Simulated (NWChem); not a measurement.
Run report: SiF5 (charge −1), energy and gradient calculation (part 2 of 2)

The same run, continued: SiF5, charge −1, SMILES F[Si-](F)(F)(F)F; HF/def2-SVP, RHF (NWChem 7.3.0). The geometry comes from this level: PBE0-D4/def2-TZVPD.

Geometry of the input (Å):
```
F  -0.7169  -1.1060  1.0235
Si 0.0000  0.0000  0.0000
F  -1.4667  0.5835  -0.3964
F  0.6515  -1.2184  -0.8602
F  0.7165  1.1058  -1.0240
F  0.8155  0.6351  1.2570
```

### The program's output, continued
```
 Vector   18  Occ=2.000000D+00  E=-5.314238D-01
              MO Center= -2.2D-01, -1.9D-01, -3.6D-01, r^2= 2.8D+00
   Bfn.  Coefficient  Atom+Function         Bfn.  Coefficient  Atom+Function
  ----- ------------  ---------------      ----- ------------  ---------------
    36      0.322997  3 F  px                51     -0.272600  4 F  py
    52     -0.241874  4 F  pz                39     -0.218837  3 F  px
    54      0.184422  4 F  py                55      0.168127  4 F  pz
    38      0.156196  3 F  pz                22      0.153518  2 Si px

 Vector   19  Occ=2.000000D+00  E=-5.265990D-01
              MO Center=  1.8D-04,  2.3D-04,  3.9D-04, r^2= 3.1D+00
   Bfn.  Coefficient  Atom+Function         Bfn.  Coefficient  Atom+Function
  ----- ------------  ---------------      ----- ------------  ---------------
     5      0.205492  1 F  py                65      0.205366  5 F  py
     6     -0.190149  1 F  pz                66     -0.190376  5 F  pz
    79     -0.150107  6 F  py

 Vector   20  Occ=2.000000D+00  E=-4.907940D-01
              MO Center= -4.1D-01, -2.9D-02, -3.2D-01, r^2= 2.7D+00
   Bfn.  Coefficient  Atom+Function         Bfn.  Coefficient  Atom+Function
  ----- ------------  ---------------      ----- ------------  ---------------
    37      0.266018  3 F  py                38     -0.246280  3 F  pz
     4      0.212526  1 F  px                64     -0.212571  5 F  px
    51     -0.200890  4 F  py                40     -0.194124  3 F  py
    52      0.185938  4 F  pz                41      0.179720  3 F  pz
    36      0.172401  3 F  px                 7     -0.157080  1 F  px

 Vector   21  Occ=2.000000D+00  E=-4.907851D-01
              MO Center=  4.1D-01,  2.9D-02,  3.2D-01, r^2= 2.7D+00
   Bfn.  Coefficient  Atom+Function         Bfn.  Coefficient  Atom+Function
  ----- ------------  ---------------      ----- ------------  ---------------
    79      0.269604  6 F  py                80     -0.249591  6 F  pz
     6     -0.197980  1 F  pz                66      0.197638  5 F  pz
    82     -0.196739  6 F  py                51     -0.191260  4 F  py
    83      0.182135  6 F  pz                52      0.177051  4 F  pz
    78      0.174741  6 F  px

 Vector   22  Occ=2.000000D+00  E=-4.637307D-01
              MO Center=  2.6D-01,  1.9D-01,  3.8D-01, r^2= 2.8D+00
   Bfn.  Coefficient  Atom+Function         Bfn.  Coefficient  Atom+Function
  ----- ------------  ---------------      ----- ------------  ---------------
    78      0.351930  6 F  px                79     -0.297674  6 F  py
    50      0.270927  4 F  px                81     -0.249633  6 F  px
    37     -0.222424  3 F  py                82      0.211239  6 F  py
    53     -0.188143  4 F  px                36      0.166503  3 F  px
    40      0.154116  3 F  py

 Vector   23  Occ=2.000000D+00  E=-4.636897D-01
              MO Center= -2.6D-01, -1.9D-01, -3.8D-01, r^2= 2.8D+00
   Bfn.  Coefficient  Atom+Function         Bfn.  Coefficient  Atom+Function
  ----- ------------  ---------------      ----- ------------  ---------------
    38      0.332770  3 F  pz                52      0.297545  4 F  pz
    50      0.278855  4 F  px                41     -0.234672  3 F  pz
    37      0.226776  3 F  py                55     -0.207926  4 F  pz
    53     -0.200242  4 F  px                80      0.177845  6 F  pz
    40     -0.162975  3 F  py

 Vector   24  Occ=2.000000D+00  E=-4.340310D-01
              MO Center= -4.8D-04, -3.6D-04, -7.3D-04, r^2= 3.1D+00
   Bfn.  Coefficient  Atom+Function         Bfn.  Coefficient  Atom+Function
  ----- ------------  ---------------      ----- ------------  ---------------
    50     -0.307414  4 F  px                38      0.285261  3 F  pz
    78      0.285016  6 F  px                37      0.249667  3 F  py
    79     -0.242452  6 F  py                53      0.235563  4 F  px
    52     -0.222803  4 F  pz                41     -0.218595  3 F  pz
    81     -0.218410  6 F  px                40     -0.191313  3 F  py

 Vector   25  Occ=2.000000D+00  E=-4.243797D-01
              MO Center= -2.2D-04, -1.7D-04, -1.8D-04, r^2= 3.2D+00
   Bfn.  Coefficient  Atom+Function         Bfn.  Coefficient  Atom+Function
  ----- ------------  ---------------      ----- ------------  ---------------
     5      0.247778  1 F  py                65     -0.247439  5 F  py
     6     -0.228896  1 F  pz                66      0.229583  5 F  pz
    36     -0.194096  3 F  px                80      0.166303  6 F  pz
     4      0.160760  1 F  px                51     -0.161222  4 F  py
     8     -0.159880  1 F  py                64     -0.160223  5 F  px

 Vector   26  Occ=2.000000D+00  E=-4.086711D-01
              MO Center=  2.0D-04,  1.1D-04,  5.7D-05, r^2= 3.2D+00
   Bfn.  Coefficient  Atom+Function         Bfn.  Coefficient  Atom+Function
  ----- ------------  ---------------      ----- ------------  ---------------
    37      0.200033  3 F  py                51      0.200038  4 F  py
    79      0.200152  6 F  py                 5      0.193820  1 F  py
    65      0.193618  5 F  py                38     -0.185124  3 F  pz
    52     -0.185214  4 F  pz                80     -0.185275  6 F  pz
     6     -0.179190  1 F  pz                66     -0.179800  5 F  pz

 Vector   27  Occ=2.000000D+00  E=-4.001128D-01
              MO Center=  1.1D-02,  2.0D-02,  3.0D-02, r^2= 3.2D+00
   Bfn.  Coefficient  Atom+Function         Bfn.  Coefficient  Atom+Function
  ----- ------------  ---------------      ----- ------------  ---------------
     6      0.321374  1 F  pz                66      0.320890  5 F  pz
     4      0.254697  1 F  px                64      0.255060  5 F  px
     9     -0.241666  1 F  pz                69     -0.241321  5 F  pz
     7     -0.191540  1 F  px                67     -0.191800  5 F  px

 Vector   28  Occ=2.000000D+00  E=-4.001110D-01
              MO Center= -1.2D-02, -2.1D-02, -3.0D-02, r^2= 3.2D+00
   Bfn.  Coefficient  Atom+Function         Bfn.  Coefficient  Atom+Function
  ----- ------------  ---------------      ----- ------------  ---------------
     4      0.293868  1 F  px                 5     -0.294402  1 F  py
    64      0.293834  5 F  px                65     -0.294333  5 F  py
     7     -0.220980  1 F  px                 8      0.221389  1 F  py
    67     -0.220956  5 F  px                68      0.221336  5 F  py

 Vector   29  Occ=2.000000D+00  E=-3.830225D-01
              MO Center=  1.6D-01,  8.9D-02,  2.1D-01, r^2= 3.1D+00
   Bfn.  Coefficient  Atom+Function         Bfn.  Coefficient  Atom+Function
  ----- ------------  ---------------      ----- ------------  ---------------
     6      0.299755  1 F  pz                66     -0.299503  5 F  pz
     9     -0.223674  1 F  pz                69      0.223477  5 F  pz
    79      0.222453  6 F  py                80     -0.205918  6 F  pz
     4      0.176384  1 F  px                64     -0.176551  5 F  px
     5      0.162821  1 F  py                65     -0.163215  5 F  py

 Vector   30  Occ=2.000000D+00  E=-3.829774D-01
              MO Center= -1.6D-01, -8.9D-02, -2.1D-01, r^2= 3.1D+00
   Bfn.  Coefficient  Atom+Function         Bfn.  Coefficient  Atom+Function
  ----- ------------  ---------------      ----- ------------  ---------------
     4      0.298498  1 F  px                64     -0.298568  5 F  px
     5     -0.236922  1 F  py                65      0.236931  5 F  py
     7     -0.222726  1 F  px                67      0.222780  5 F  px
    37     -0.198938  3 F  py                51      0.186770  4 F  py
    38      0.184145  3 F  pz                 8      0.176781  1 F  py

 Vector   31  Occ=0.000000D+00  E= 4.152461D-01
              MO Center= -4.1D-04, -4.4D-04, -7.5D-04, r^2= 4.7D+00
   Bfn.  Coefficient  Atom+Function         Bfn.  Coefficient  Atom+Function
  ----- ------------  ---------------      ----- ------------  ---------------
    18      2.134098  2 Si s                 17     -0.479815  2 Si s
    35     -0.440656  3 F  s                 49     -0.440691  4 F  s
     3     -0.438336  1 F  s                 63     -0.438329  5 F  s
    77     -0.440269  6 F  s

 Vector   32  Occ=0.000000D+00  E= 5.003423D-01
              MO Center= -1.7D-01, -1.4D-01, -2.7D-01, r^2= 3.9D+00
   Bfn.  Coefficient  Atom+Function         Bfn.  Coefficient  Atom+Function
  ----- ------------  ---------------      ----- ------------  ---------------
    27      1.168464  2 Si pz                25      0.779937  2 Si px
    77     -0.683406  6 F  s                 26      0.576240  2 Si py
    35      0.351147  3 F  s                 49      0.331285  4 F  s
    53     -0.202163  4 F  px                40     -0.166302  3 F  py
     9     -0.162313  1 F  pz                69     -0.162264  5 F  pz

 Vector   33  Occ=0.000000D+00  E= 5.004538D-01
              MO Center=  1.7D-01,  1.4D-01,  2.7D-01, r^2= 3.9D+00
   Bfn.  Coefficient  Atom+Function         Bfn.  Coefficient  Atom+Function
  ----- ------------  ---------------      ----- ------------  ---------------
    25      1.128226  2 Si px                26     -0.980675  2 Si py
    49     -0.597574  4 F  s                 35      0.586189  3 F  s
    27     -0.269425  2 Si pz                81     -0.179495  6 F  px
     7     -0.156656  1 F  px                67     -0.156668  5 F  px
    78      0.150922  6 F  px                82      0.150281  6 F  py

 Vector   34  Occ=0.000000D+00  E= 5.762568D-01
              MO Center=  1.5D-04,  6.0D-05,  1.5D-04, r^2= 4.8D+00
   Bfn.  Coefficient  Atom+Function         Bfn.  Coefficient  Atom+Function
  ----- ------------  ---------------      ----- ------------  ---------------
    26      1.271464  2 Si py                27     -1.177143  2 Si pz
    25      0.824123  2 Si px                 3      0.816235  1 F  s
    63     -0.816241  5 F  s                 40     -0.158231  3 F  py
    54     -0.158256  4 F  py                82     -0.158254  6 F  py

 Vector   35  Occ=0.000000D+00  E= 6.540054D-01
              MO Center= -2.6D-04, -3.1D-04, -5.1D-04, r^2= 2.4D+00
   Bfn.  Coefficient  Atom+Function         Bfn.  Coefficient  Atom+Function
  ----- ------------  ---------------      ----- ------------  ---------------
    17      2.368527  2 Si s                 18     -1.422376  2 Si s
    16      0.631321  2 Si s                 39     -0.222581  3 F  px
    36      0.194289  3 F  px                83      0.190895  6 F  pz
    54     -0.184887  4 F  py                80     -0.166468  6 F  pz
    51      0.161403  4 F  py

 Vector   36  Occ=0.000000D+00  E= 8.026062D-01
              MO Center= -1.5D-01, -1.1D-01, -2.3D-01, r^2= 2.4D+00
   Bfn.  Coefficient  Atom+Function         Bfn.  Coefficient  Atom+Function
  ----- ------------  ---------------      ----- ------------  ---------------
    27     -0.886878  2 Si pz                24      0.840932  2 Si pz
    25     -0.560970  2 Si px                22      0.531897  2 Si px
    77      0.514392  6 F  s                 26     -0.457453  2 Si py
    23      0.433777  2 Si py                28     -0.418892  2 Si d -2
    31      0.321480  2 Si d  1              30     -0.304009  2 Si d  0

 Vector   37  Occ=0.000000D+00  E= 8.026815D-01
              MO Center=  1.5D-01,  1.1D-01,  2.3D-01, r^2= 2.4D+00
   Bfn.  Coefficient  Atom+Function         Bfn.  Coefficient  Atom+Function
  ----- ------------  ---------------      ----- ------------  ---------------
    25     -0.868236  2 Si px                22      0.823446  2 Si px
    26      0.724912  2 Si py                23     -0.687568  2 Si py
    35     -0.449142  3 F  s                 49      0.441581  4 F  s
    32      0.388568  2 Si d  2              29     -0.347909  2 Si d -1
    31     -0.304218  2 Si d  1              19     -0.227727  2 Si px

 Vector   38  Occ=0.000000D+00  E= 9.279776D-01
              MO Center=  5.6D-04,  2.6D-04,  6.6D-04, r^2= 1.8D+00
   Bfn.  Coefficient  Atom+Function         Bfn.  Coefficient  Atom+Function
  ----- ------------  ---------------      ----- ------------  ---------------
    23      0.984663  2 Si py                24     -0.911504  2 Si pz
    22      0.638116  2 Si px                26     -0.512113  2 Si py
    27      0.474091  2 Si pz                25     -0.331904  2 Si px
    20     -0.259129  2 Si py                21      0.239878  2 Si pz
     5     -0.178908  1 F  py                 8      0.179697  1 F  py

 Vector   39  Occ=0.000000D+00  E= 9.788048D-01
              MO Center=  4.8D-03,  2.2D-03,  5.8D-03, r^2= 1.6D+00
   Bfn.  Coefficient  Atom+Function         Bfn.  Coefficient  Atom+Function
  ----- ------------  ---------------      ----- ------------  ---------------
    30      0.890934  2 Si d  0              28     -0.517496  2 Si d -2
    29     -0.269977  2 Si d -1

 Vector   40  Occ=0.000000D+00  E= 9.788194D-01
              MO Center= -5.4D-03, -2.5D-03, -6.5D-03, r^2= 1.6D+00
   Bfn.  Coefficient  Atom+Function         Bfn.  Coefficient  Atom+Function
  ----- ------------  ---------------      ----- ------------  ---------------
    32      0.794790  2 Si d  2              31      0.566589  2 Si d  1
    29      0.323386  2 Si d -1              28      0.276760  2 Si d -2

 center of mass
 --------------
 x =  -0.00002920 y =  -0.00000000 z =  -0.00002920

 moments of inertia (a.u.)
 ------------------
         627.399329379281         -30.768441086914          28.588323729143
         -30.768441086914         599.831852467145          44.047451289312
          28.588323729143          44.047451289312         606.690810911688

  Mulliken analysis of the total density
  --------------------------------------

    Atom       Charge   Shell Charges
 -----------   ------   -------------------------------------------------------
    1 F    9     9.55   1.99  1.10  0.84  3.35  2.27  0.00
    2 Si  14    12.34   2.00  1.99  0.63 -0.07  5.94  0.89  0.26  0.69
    3 F    9     9.52   1.99  1.11  0.83  3.35  2.24  0.00
    4 F    9     9.52   1.99  1.11  0.83  3.35  2.24  0.00
    5 F    9     9.55   1.99  1.10  0.84  3.35  2.27  0.00
    6 F    9     9.52   1.99  1.11  0.83  3.35  2.24  0.00

       Multipole analysis of the density wrt the origin
       ------------------------------------------------

     L   x y z        total         open         nuclear
     -   - - -        -----         ----         -------
     0   0 0 0     -1.000000      0.000000     59.000000

     1   1 0 0      0.000167      0.000000     -0.001701
     1   0 1 0      0.000053      0.000000     -0.000000
     1   0 0 1      0.000215      0.000000     -0.001701

     2   2 0 0    -32.348918      0.000000    137.172341
     2   1 1 0     -1.179183      0.000000     14.575752
     2   1 0 1      1.094934      0.000000    -13.542978
     2   0 2 0    -33.405433      0.000000    150.231719
     2   0 1 1      1.687573      0.000000    -20.866339
     2   0 0 2    -33.142768      0.000000    146.982465

                              NWChem Gradients Module
                              -----------------------

                                   F5Si gradient

  wavefunction    =   RHF

                         RHF ENERGY GRADIENTS

    atom               coordinates                        gradient
                 x          y          z           x          y          z
   1 F      -1.354745  -2.090037   1.934135   -0.001177  -0.001784   0.001642
   2 Si      0.000000   0.000000   0.000000    0.000037   0.000032   0.000064
   3 F      -2.771661   1.102655  -0.749087    0.001831  -0.000729   0.000504
   4 F       1.231156  -2.302442  -1.625542   -0.000797   0.001514   0.001059
   5 F       1.353989   2.089659  -1.935079    0.001147   0.001776  -0.001671
   6 F       1.541072   1.200165   2.375386   -0.001041  -0.000809  -0.001598

                 ----------------------------------------
                 |  Time  |  1-e(secs)   |  2-e(secs)   |
                 ----------------------------------------
                 |  CPU   |       0.01   |       2.02   |
                 ----------------------------------------
                 |  WALL  |       0.01   |       2.02   |
                 ----------------------------------------

 Task  times  cpu:       18.8s     wall:       18.8s
 Total times  cpu:       18.8s     wall:       18.8s
```

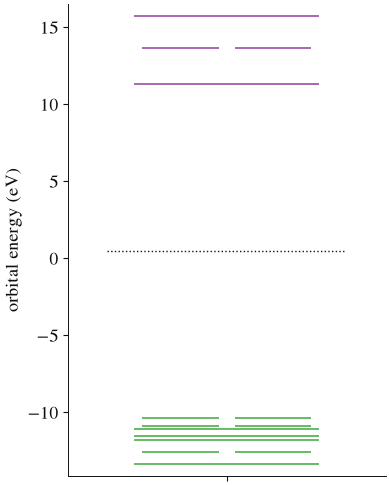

**Figure 1.** Orbital energies near the frontier; the dotted line parts filled from empty levels, and levels within 0.02 eV of each other stand side by side. Highest filled −10.42 eV, lowest empty 11.30 eV, 21.72 eV apart.

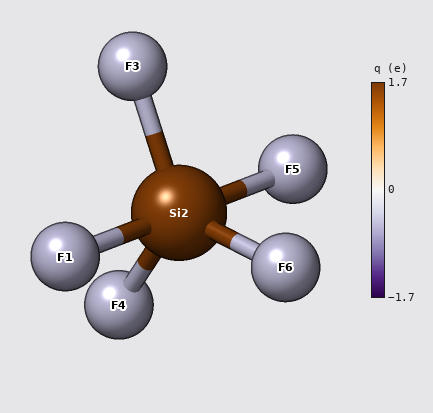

**Figure 2.** Mulliken charges, as the colour of each atom (ball-and-stick view, seen at a tilt; atoms are numbered from 1 in the order of the input). By element: F −0.55 to −0.52 and Si +1.66 e.

### Key numbers

```tsv
quantity	value
outcome	converged
total energy	−785.980051 hartree
basis functions	88
largest force	0.139 eV/Å
HOMO	−10.42 eV
LUMO	11.30 eV
hardware	1 thread of Intel Xeon @ 2.90GHz (Ice Lake), 192 GiB of memory available, shared host
wall time	20 s
peak memory	0.1 GiB
```
